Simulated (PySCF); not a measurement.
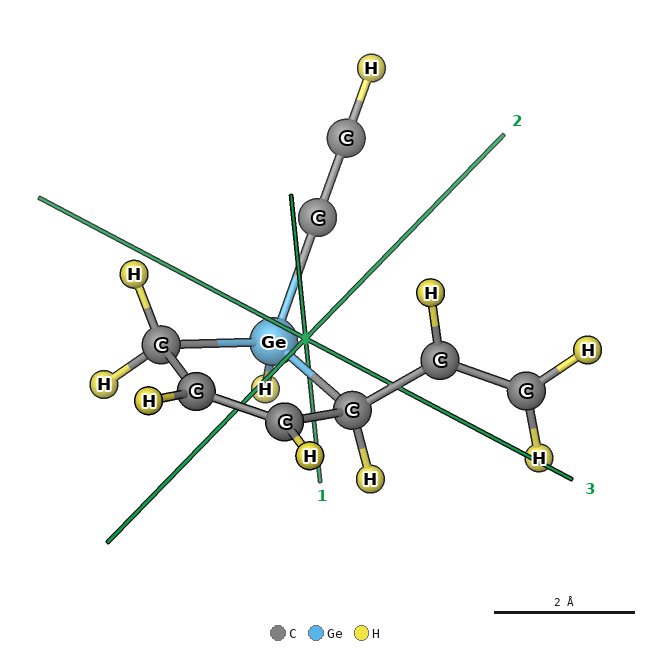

The three principal axes of inertia are drawn and numbered. Atoms fade into the background with distance from the viewer. The geometry was computed by an optimisation with PBE0-D3(BJ)/def2-SVP. No frequency run is at hand to confirm it as a minimum. Masses are those of the most abundant isotopes; constants are for the rigid equilibrium geometry.

Which line is the a axis (least moment of inertia), which b and which c?

a is line 3, b is line 2, c is line 1; the moments are 375, 406, 643 u Å².

Classify the rotor and give the rotational constants (cm⁻¹).

An asymmetric top (C1): A = 0.0449, B = 0.0416, C = 0.0262 cm⁻¹. Ray's parameter κ is 0.64, nearer the oblate limit.
